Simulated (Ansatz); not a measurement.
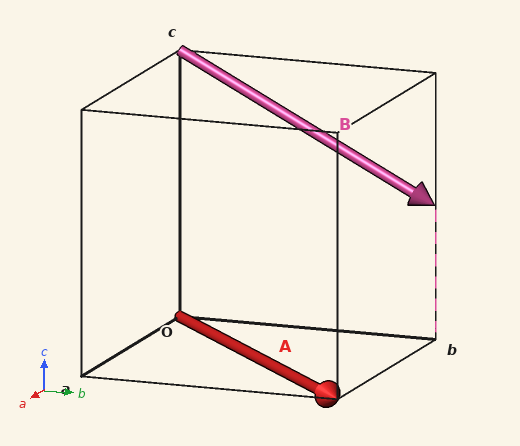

For Ni, the input geometry of an electronic-structure calculation (not necessarily at equilibrium): each arrow starts at a corner of the unit cell and ends on its surface; where a tip isn't a corner, dashed lines run from it parallel to the axes. Geometry calculated from the standardised cell; symmetry tolerance 0.002 Å.

a = 3.563 Å, b = 3.563 Å, c = 3.563 Å, α = 90.00°, β = 90.00°, γ = 90.00°.

Give [uvw] of each arrow.

Answer. Arrow A runs from (0, 0, 0) to (1, 1, 0), so [1 1 0]; Arrow B runs from (0, 0, 1) to (0, 1, 1/2), so [0 2 −1].

How long is the vector ua + vb + wc in each case, and what angles do the directions make?

Answer. A 5.039 Å; B 7.967 Å. A–B: 50.8°.
